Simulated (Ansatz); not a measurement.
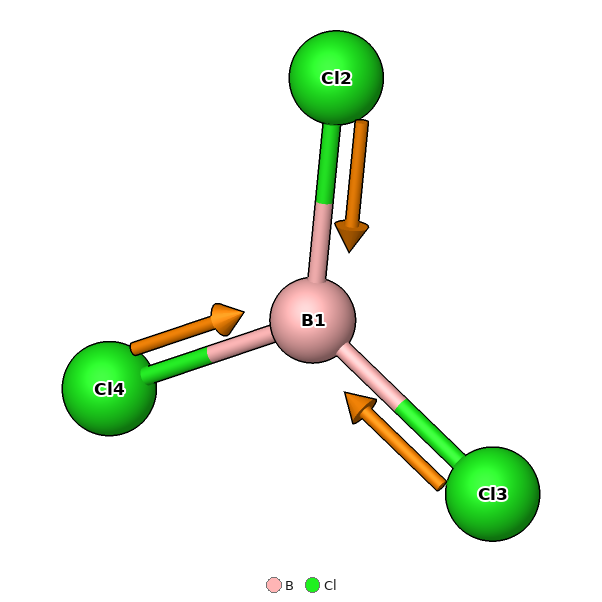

The arrows show one normal mode. Harmonic vibrations computed with RKS PBE0-D4/def2-TZVP (Ansatz 0.2.0) at a stationary point of the same level.

What kind of motion is it?

Mostly in-phase stretching of 3 B–Cl bonds.

At what wavenumber does it lie?

476 cm⁻¹; it is mode 4 of 6 counted from the lowest.
